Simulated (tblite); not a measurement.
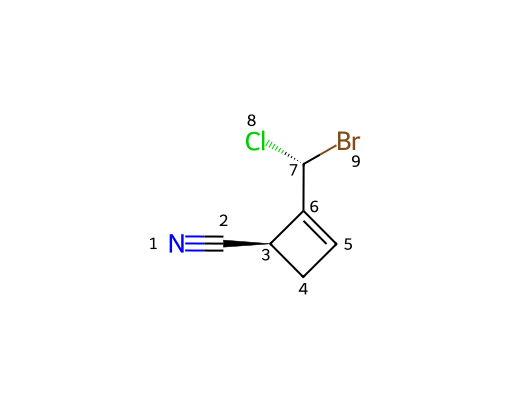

Skeletal drawing with numbered atoms; wedges and dashes mark any stereocentres. The configuration is that of a computed structure (GFN2-xTB).

Give the R/S and E/Z labels.

Answer. C3: R; C7: R.

Give a SMILES with the stereochemistry.

Answer. N#C[C@@H]1CC=C1[C@H](Cl)Br
